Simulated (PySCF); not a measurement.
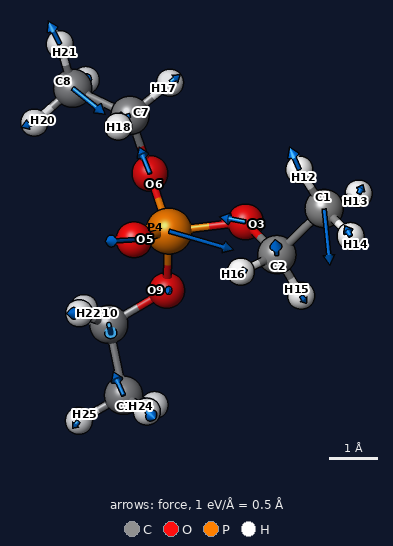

Starting geometry of C6H15O4P with the computed forces as blue arrows. A ball-and-stick model, seen at a tilt.

The start comes from GFN2-xTB. Its atoms were then displaced at random by about 0.01 Å.

Computed with PBE0-D3(BJ)/def2-SVP geometry optimisation, gas phase in PySCF 2.14.0, density-fitted response routines. 

Question: What follows when this structure is relaxed?

Answer: It isn't relaxed: the largest force vector, on the P atom, is 2.93 eV/Å. The final displacements have little in common with the starting forces (cosine between the two patterns 0.06). The atom that moves furthest after the best rigid fit is an H atom (0.41 Å). Largest moves by element: H 0.41 Å, O 0.31 Å, C 0.25 Å, P 0.21 Å. Near-neighbour distances that change, for instance: O–P 1.561 → 1.599 Å, C–H 1.067 → 1.100 Å, O–P 1.633 → 1.600 Å, O–P 1.451 → 1.480 Å. Bond angles that change, for instance: H–C–H 113.1° → 108.3°, H–C–H 111.5° → 108.4°, C–C–H 107.2° → 110.2°. Groups turn about C–O by about 20°. The energy falls by 26.3 kJ/mol in 17 geometry steps.
